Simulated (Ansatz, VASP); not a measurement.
# FeCuSO: VASP beside Ansatz, part 2 of 2

Aim: how closely do two programs agree when they are given the same cell, functional and k mesh?

VASP 6.6.1 and Ansatz 0.2.0.

So far. Step 2 (VASP: single point, PBE): The run ends at a pressure of -1.43 GPa, with forces up to 0.23 eV/Å.

## (3) Ansatz: single point, PBE

Level of this step: Ansatz beside VASP: Kohn-Sham DFT, plane waves, PBE (Ansatz).

Ansatz runs on its default PAW (the set named soft_2) files.

The same cell, functional, mesh and smearing now go to Ansatz, which takes its cutoff from its data sets.

input.yaml reads:

```yaml
crystal:
  lattice:
    - [3.8219, 0.0, 0.0]
    - [0.0, 3.8219, 0.0]
    - [0.0, 0.0, 8.645]
  atoms:
    - { symbol: Cu, position: [0.5, 0.5, 0.5], spin: 0.6 }
    - { symbol: Cu, position: [0.0, 0.0, 0.5], spin: 0.6 }
    - { symbol: Fe, position: [0.0, 0.0, 0.0], spin: 3.0 }
    - { symbol: Fe, position: [0.5, 0.5, 0.0], spin: 3.0 }
    - { symbol: S, position: [0.0, 0.5, 0.6558] }
    - { symbol: S, position: [0.5, 0.0, 0.3442] }
    - { symbol: O, position: [0.0, 0.5, 0.0744] }
    - { symbol: O, position: [0.5, 0.0, 0.9256] }
hamiltonian:
  xc: pbe
  pseudopotentials: { kind: paw }
magnetization:
  spin_polarized: true
kpoints:
  mp_grid: { grid: [5, 5, 2] }
scf:
  occupations: { method: gaussian, width: 0.05 }
  n_extra_bands: 11
output:
  forces: true
  stress: true
  eigenvalues: true
  write_density: true
  write_potential: true
  elf: true
  volumetric_format: npy
```

Started as:

```console
ansatz run input.yaml --threads 4 --pin off --max-ram 9216MiB --backend cpu --events-out ev --progress --plain --runs-dir out
```

Numbers of over 12 decimals in the logs are rounded to 6 here.

Output:

```text
Warning: the band count 58 (scf.n_extra_bands) hosts the net moment |M| = 7.2000 μB (N_el = 94) but caps the reachable moment at 2·n_bands − N_el = 22.0000 μB, below the 61 bands that the automatic rule leaves for it — a moment growing past the seed, or the majority channel's smearing tail, pins there with fewer empty majority states than that count leaves; raise or omit scf.n_extra_bands unless the cap is intended
scf.n_extra_bands = 11 over 47 filled bands (N_el = 94.0): the run solves 58 bands
Engine: ansatz 0.2.0, x86_64-unknown-linux-gnu
Pseudopotentials: kind: paw
Pseudopotential: Cu, paw, valence charge 19, recommended cutoff 420 eV (normal), Cu.paw.azcp
Pseudopotential: Fe, paw, valence charge 16, recommended cutoff 420 eV (normal), Fe.paw.azcp
Pseudopotential: S, paw, valence charge 6, recommended cutoff 420 eV (normal), S.paw.azcp
Pseudopotential: O, paw, valence charge 6, recommended cutoff 420 eV (normal), O.paw.azcp
Functional definition: PBE
  parameter kappa = 0.804
  parameter beta = 0.066725
  exchange = pbe_x(kappa = kappa, mu = beta*pi^2/3)
  correlation = pbe_c(beta = beta)
Crystal: 8 atoms, lattice volume = 126.277 Å³
Basis set: ecut = 420 eV, 2445 PW (Γ), exchange–correlation on 54×54×120 points (8 copies of the dense FFT grid, shifted against one another)
Bands: 58, of which v1, the nominal top of the filled ones, is band 47 counted from 1 (46 counted from 0)
Symmetry: 16 space group operations
Space group: P4/nmm (ITA 129), of the structure as read, at distance tolerance 5.0e-5 Å
Magnetic group: BNS 129.411 (UNI 1071), of the structure as read, at distance tolerance 5.0e-5 Å
k-points: 12 of 50
Non-local potential: Cu, projectors of the file, l = 0: 3, l = 1: 2, l = 2: 3, l = 3: 1
Non-local potential: Fe, projectors of the file, l = 0: 3, l = 1: 2, l = 2: 3, l = 3: 1
Non-local potential: S, projectors of the file, l = 0: 2, l = 1: 2, l = 2: 2
Non-local potential: O, projectors of the file, l = 0: 2, l = 1: 2, l = 2: 1
PAW form: soft (Blöchl's): semilocal exchange-correlation on the pseudo side does not see the compensation charge
PAW one-centre angular grid: Cu, 590 points (default); XC on 64 Gauss nodes
PAW one-centre angular grid: Fe, 590 points (default); XC on 64 Gauss nodes
PAW one-centre angular grid: S, 110 points (default); XC on 64 Gauss nodes
PAW one-centre angular grid: O, 110 points (default); XC on 64 Gauss nodes
Starting moments: Σ|m| = 7.2 μB on 4 of 8 sites
Initial wavefunctions: pseudopotential atomic-orbital guess
Functional: x = pbe(κ = 0.804, μ = 0.219515), c = pbe(β = 0.066725)
SCF iter   1: F=—  HF=-25149.626139 eV  |F-HF|=—  |Δ(HF+E_count)|=         —  Δρ=5.62e-2 (↑5.62e-2 ↓5.17e-2)  dr2=2.58e1  dr2_m=8.48e-1  M=6.655 μB ∫|m|=6.681 μB  β_m=0.30  ethr=3.10e-3  ⟨swp⟩=5.9  Hψ=5138  notcnv=0  defer=5
Mixer restart at iter 1: flushing history
preconditioner: auto → Kerker (q_TF=auto, 2.597 Å⁻¹)  [metal: Δε(μ)=0.004 eV  Ē_g=8.040 eV  σ=0.050 eV  W_gap=0.05  n_scr=38 (ndim 8)  ℏωp=26.0 eV  f_vac=0.054  D(μ)=12.58/eV (n_scr^D=158)]
spin=Collinear: Kerker preconditioning applied to the charge; magnetization (m = ρ↑ − ρ↓) channel mixes plain (no charge-response kernel on spin).
SCF iter   2: F=—  HF=-25149.041835 eV  |F-HF|=—  |Δ(HF+E_count)|=   5.84e-1  Δρ=6.71e-2 (↑6.71e-2 ↓6.17e-2)  dr2=3.68e0  dr2_m=4.15e0  M=8.898 μB ∫|m|=8.900 μB  β_m=0.39  ethr=3.10e-3  ⟨swp⟩=2.4  Hψ=2560  notcnv=0  defer=91
SCF iter   3: F=—  HF=-25148.894593 eV  |F-HF|=—  |Δ(HF+E_count)|=   1.47e-1  Δρ=4.19e-2 (↑3.80e-2 ↓4.19e-2)  dr2=3.72e0  dr2_m=1.70e0  M=8.839 μB ∫|m|=8.858 μB  β_m=0.56  ethr=3.10e-3  ⟨swp⟩=2.0  Hψ=2183  notcnv=0  defer=93
SCF iter   4: F=—  HF=-25149.099295 eV  |F-HF|=—  |Δ(HF+E_count)|=   2.05e-1  Δρ=5.02e-2 (↑3.37e-2 ↓5.02e-2)  dr2=5.78e0  dr2_m=1.26e-1  M=8.532 μB ∫|m|=8.543 μB  β_m=0.48  ethr=3.10e-3  ⟨swp⟩=2.4  Hψ=2113  notcnv=0  defer=89
SCF iter   5: F=—  HF=-25148.639878 eV  |F-HF|=—  |Δ(HF+E_count)|=   4.59e-1  Δρ=1.24e-2 (↑1.24e-2 ↓1.06e-2)  dr2=8.67e-1  dr2_m=9.90e-2  M=8.846 μB ∫|m|=8.856 μB  β_m=0.63  ethr=3.10e-3  ⟨swp⟩=2.2  Hψ=2345  notcnv=0  defer=84
SCF iter   6: F=—  HF=-25148.626251 eV  |F-HF|=—  |Δ(HF+E_count)|=   1.36e-2  Δρ=1.08e-2 (↑1.01e-2 ↓1.08e-2)  dr2=5.54e-1  dr2_m=6.34e-2  M=8.840 μB ∫|m|=8.853 μB  β_m=0.60  ethr=9.23e-4  ⟨swp⟩=1.5  Hψ=1745  notcnv=0  defer=84
SCF iter   7: F=—  HF=-25148.584003 eV  |F-HF|=—  |Δ(HF+E_count)|=   4.22e-2  Δρ=4.94e-3 (↑4.94e-3 ↓4.67e-3)  dr2=1.84e-2  dr2_m=2.25e-2  M=8.795 μB ∫|m|=8.812 μB  β_m=0.63  ethr=5.89e-4  ⟨swp⟩=2.0  Hψ=1899  notcnv=0  defer=84
SCF iter   8: F=—  HF=-25148.583988 eV  |F-HF|=—  |Δ(HF+E_count)|=         —  Δρ=2.67e-3 (↑2.08e-3 ↓2.67e-3)  dr2=1.25e-2  dr2_m=4.03e-3  M=8.766 μB ∫|m|=8.782 μB  β_m=0.63  ethr=1.96e-5  ⟨swp⟩=1.8  Hψ=2087  notcnv=0  defer=84
Mixer restart at iter 8: flushing history
[...]
SCF iter  11: F=—  HF=-25148.586196 eV  |F-HF|=—  |Δ(HF+E_count)|=   2.80e-4  Δρ=7.10e-4 (↑4.08e-4 ↓7.10e-4)  dr2=1.53e-3  dr2_m=1.00e-4  M=8.775 μB ∫|m|=8.790 μB  β_m=0.53  ethr=8.85e-6  ⟨swp⟩=2.0  Hψ=1975  notcnv=0  defer=85
SCF iter  12: F=—  HF=-25148.586271 eV  |F-HF|=—  |Δ(HF+E_count)|=   7.42e-5  Δρ=5.05e-4 (↑1.87e-4 ↓5.05e-4)  dr2=8.73e-4  dr2_m=5.54e-5  M=8.773 μB ∫|m|=8.788 μB  β_m=0.70  ethr=1.63e-6  ⟨swp⟩=1.6  Hψ=1702  notcnv=0  defer=85
SCF iter  13: F=—  HF=-25148.586436 eV  |F-HF|=—  |Δ(HF+E_count)|=   1.65e-4  Δρ=3.52e-4 (↑2.77e-4 ↓3.52e-4)  dr2=7.31e-4  dr2_m=5.22e-6  M=8.772 μB ∫|m|=8.787 μB  β_m=0.60  ethr=9.28e-7  ⟨swp⟩=2.0  Hψ=1730  notcnv=0  defer=85
SCF iter  14: F=—  HF=-25148.586402 eV  |F-HF|=—  |Δ(HF+E_count)|=   3.41e-5  Δρ=1.03e-4 (↑6.23e-5 ↓1.03e-4)  dr2=5.51e-5  dr2_m=2.39e-6  M=8.768 μB ∫|m|=8.782 μB  β_m=0.69  ethr=7.77e-7  ⟨swp⟩=1.0  Hψ=1392  notcnv=0  defer=85
SCF iter  15: F=—  HF=-25148.586394 eV  |F-HF|=—  |Δ(HF+E_count)|=   7.84e-6  Δρ=5.47e-5 (↑3.00e-5 ↓5.47e-5)  dr2=8.31e-6  dr2_m=6.48e-7  M=8.765 μB ∫|m|=8.780 μB  β_m=0.82  ethr=5.86e-8  ⟨swp⟩=2.0  Hψ=1744  notcnv=0  defer=85
SCF iter  16: F=—  HF=-25148.586395 eV  |F-HF|=—  |Δ(HF+E_count)|=   1.63e-6  Δρ=1.91e-5 (↑1.14e-5 ↓1.91e-5)  dr2=7.09e-7  dr2_m=1.01e-7  M=8.766 μB ∫|m|=8.780 μB  β_m=0.91  ethr=8.84e-9  ⟨swp⟩=2.2  Hψ=1868  notcnv=0  defer=85
SCF iter  17: F=—  HF=-25148.586396 eV  |F-HF|=—  |Δ(HF+E_count)|=   2.75e-7  Δρ=9.22e-6 (↑2.39e-6 ↓9.22e-6)  dr2=1.48e-7  dr2_m=1.85e-8  M=8.766 μB ∫|m|=8.780 μB  β_m=0.95  ethr=7.54e-10  ⟨swp⟩=2.0  Hψ=2305  notcnv=0  defer=85
SCF iter  18: F=—  HF=-25148.586396 eV  |F-HF|=—  |Δ(HF+E_count)|=   3.20e-8  Δρ=4.63e-6 (↑2.38e-6 ↓4.63e-6)  dr2=2.80e-8  dr2_m=5.43e-9  M=8.766 μB ∫|m|=8.780 μB  β_m=0.98  ethr=1.58e-10  ⟨swp⟩=2.2  Hψ=1953  notcnv=0  defer=85
SCF iter  19: F=—  HF=-25148.586396 eV  |F-HF|=—  |Δ(HF+E_count)|=   1.77e-8  Δρ=6.66e-6 (↑1.42e-6 ↓6.66e-6)  dr2=1.10e-7  dr2_m=1.05e-8  M=8.766 μB ∫|m|=8.780 μB  β_m=0.97  ethr=2.98e-11  ⟨swp⟩=2.0  Hψ=2282  notcnv=0  defer=85
SCF iter  20: F=-25148.586396 eV  HF=-25148.586396 eV  |F-HF|=2.18e-9  |Δ(HF+E_count)|=  7.64e-10  Δρ=1.34e-6 (↑8.26e-7 ↓1.34e-6)  dr2=3.58e-9  dr2_m=2.68e-10  M=8.766 μB ∫|m|=8.780 μB  ethr=2.98e-11  ⟨swp⟩=11.7  Hψ=8973  notcnv=0
SCF 1 converged in 20 iterations: F = -25148.586396 eV  dr2 = 3.58e-9
  greatest PAW one-centre occupation: 1.004 electrons in one spin orbital (limit 2), on the Fe atom at site 3 (counted from 0), in its partial waves of l = 1
SCF converged after 20 iterations
Magnetization: 8.7658 μB (51.3829 up, 42.6171 down)
Absolute magnetization: 8.7802 μB (∫|ρ↑−ρ↓|, with the PAW one-centre terms)
Spin contamination: 0.0654 ħ² per cell (⟨S²⟩ above its minimum at these occupations)
Per-site moments (μB) at R_I (Å): [(0.079026, 0.964390), (0.079026, 0.964390), (3.410121, 0.831719), (3.410121, 0.831719), (0.086923, 0.964390), (0.086923, 0.964390), (0.379698, 0.831719), (0.379698, 0.831719)]
Free energy (F): -25148.586396 eV
Harris-Foulkes:  -25148.586396 eV  (|F-HF|=2.18e-9)
Internal energy: -25148.579036 eV  (E = F + TS)
E sigma→0 (E₀):  -25148.582716 eV
Entropy (-TS):   -0.007359 eV (-0.920 meV/atom)
Fermi energy:    8.385059 eV
--- Per-component energies (eV) ---
  E_band       = -1792.058647
  E_kinetic    = 1834.592196
  E_local      = -19272.459413  (includes V_loc(G=0)·N_el)
  E_nonlocal   = 1396.090574
  E_hartree    = 8364.337353
  E_xc         = -745.282477
  E_vxc        = -882.652525  (∫ρ·V_xc dr)
  E_paw        = -7584.839490  (= ΣΔE_a)
  E_vpaw       = -1596.307372  (= ΣTr[D̂ρ^β])
  E_aug_tail   = 0.007061  (compensation charges beyond the density's cutoff)
  E_ewald      = -9141.024839
  E_smearing   = -0.007359  (= −TS)
  E_closure    = -0.000000  (closes the sum)
  Σ components = -25148.586396   (vs F -25148.586396, Δ=0.00e0)
--- Forces (eV/Å), atoms counted from 1 ---
  atom   1  Cu     0.00000000     0.00000000     0.00000000
  atom   2  Cu     0.00000000     0.00000000    -0.00000000
  atom   3  Fe     0.00000000     0.00000000     0.00000000
  atom   4  Fe     0.00000000     0.00000000     0.00000000
  atom   5  S      0.00000000     0.00000000     0.04644077
  atom   6  S      0.00000000     0.00000000    -0.04644077
  atom   7  O      0.00000000     0.00000000    -0.27557989
  atom   8  O      0.00000000     0.00000000     0.27557989
  max |Σ_I F_I| component: 1.17e-28 eV/Å
--- Stress (GPa, compression-positive) ---
       -0.753007       0.000000       0.000000
        0.000000      -0.753007       0.000000
        0.000000       0.000000      -2.980934
  P = ⅓ Tr σ = -1.4956 GPa (-14.956 kbar)
--- Band table (eV; the first three rows and the last of 24) ---
  k-point 0 ↑: bands = [... 43 lower, 6.8994, 6.8994, 6.9827, 7.0655, 7.0655, 7.5328, 8.4035, 8.9926, ... 7 higher]
  k-point 1 ↑: bands = [... 43 lower, 6.8994, 6.8994, 6.9827, 7.0586, 7.0586, 7.6239, 8.1043, 9.0032, ... 7 higher]
  k-point 2 ↑: bands = [... 43 lower, 6.5597, 6.6248, 6.9322, 6.9833, 7.5886, 7.7593, 8.3071, 8.3248, ... 7 higher]
  k-point 11 ↓: bands = [... 43 lower, 8.4869, 8.6457, 8.8467, 8.8964, 9.0159, 9.3309, 9.5423, 10.6317, ... 7 higher]
```

The job ended after 3.7 s (4 threads of Intel Xeon 6975P-C (Granite Rapids), shared host; peak memory 0.68 GiB).

In the SCF lines HF is the Harris–Foulkes energy and dr2 the Hartree energy of the density residual, in eV; the loop may stop once dr2 is under the threshold and the program's other checks hold. Hψ counts applications of the Hamiltonian.

The run ends at a pressure of -1.50 GPa, with forces up to 0.28 eV/Å.

## (4) Differences

Known differences besides the PAW data sets themselves: the data sets hold 94 valence electrons in Ansatz (default PAW (the set named soft_2) files) and 62 in VASP; the cutoff is 420 eV in Ansatz and 480 eV in VASP (PREC = Normal); VASP leaves aspherical gradient terms in its spheres out (LASPH is not set), Ansatz keeps them; site moments are counted in spheres of each program's own size. Total energies have different zeros and are not compared.

The two programs side by side:

```csv
quantity,Ansatz,VASP,difference
pressure (GPa),-1.50,-1.43,-0.07
total moment (μB),8.77,8.76,0.00
moment on Fe4 (μB),3.41,3.66,-0.25
moment on Fe3 (μB),3.41,3.66,-0.25
moment on O7 (μB),0.38,0.36,+0.02
moment on O8 (μB),0.38,0.36,+0.02
moment on S6 (μB),0.09,0.09,0.00
moment on S5 (μB),0.09,0.09,0.00
moment on Cu1 (μB),0.08,0.08,0.00
moment on Cu2 (μB),0.08,0.08,0.00
```

Forces (eV/Å; atoms numbered as in POSCAR):

```csv
atom,"Ansatz x, y, z","VASP x, y, z"
Cu1,"0.000, 0.000, 0.000","0.000, 0.000, 0.000"
Cu2,"0.000, 0.000, 0.000","0.000, 0.000, 0.000"
Fe3,"0.000, 0.000, 0.000","0.000, 0.000, 0.000"
Fe4,"0.000, 0.000, 0.000","0.000, 0.000, 0.000"
S5,"0.000, 0.000, 0.046","0.000, 0.000, 0.050"
S6,"0.000, 0.000, -0.046","0.000, 0.000, -0.050"
O7,"0.000, 0.000, -0.276","0.000, 0.000, -0.228"
O8,"0.000, 0.000, 0.276","0.000, 0.000, 0.228"
```

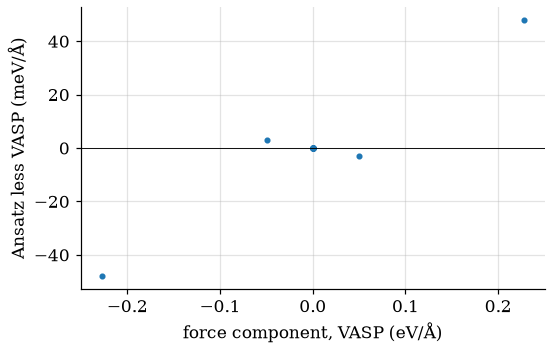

Difference of the force components against their size.

The forces differ by 14 meV/Å r.m.s., which is 20.6 % of the r.m.s. force of 0.07 eV/Å (both taken over all components). Ansatz's pressure holds a Pulay correction of 0.25 GPa; VASP's holds none.

## (5) Looking for the cause

The difference is large enough to ask for its cause, so further runs change the set-up of one program at a time, as the table lists.

```csv
run,r.m.s. force difference (meV/Å)
as above,14
Ansatz's larger PAW set (cutoff 1050 eV),12
norm-conserving potentials (cutoff 1252 eV),15
```

## (6) What came out

| Property | Result |
| --- | --- |
| r.m.s. force difference (single point, PBE) | 14 meV/Å |

The r.m.s. force difference is 14 meV/Å (single point, PBE), beyond the 12 meV/Å picked in this series as the mark of a large difference. For single point, PBE: no further run halves the r.m.s. force difference; only Ansatz's side was varied, and Ansatz's runs with other potentials lie closer to each other than to VASP, which for this quantity points to VASP's side; this was not tested here. How closely two codes agree says nothing of how well the functional describes the real material.

[Lines on the potential files, build, host, timing and source positions are cut from VASP's logs without a mark.]

[Logs are printed without paths, hosts, clocks, repeated set-up lines and the standing remarks that a program may print on its own settings, such as how far it seeks lower states.]

[Hosts, paths, dates, database ids (printed as entryN), source tags and the programs' standing remarks are cut or masked in the printed files.]
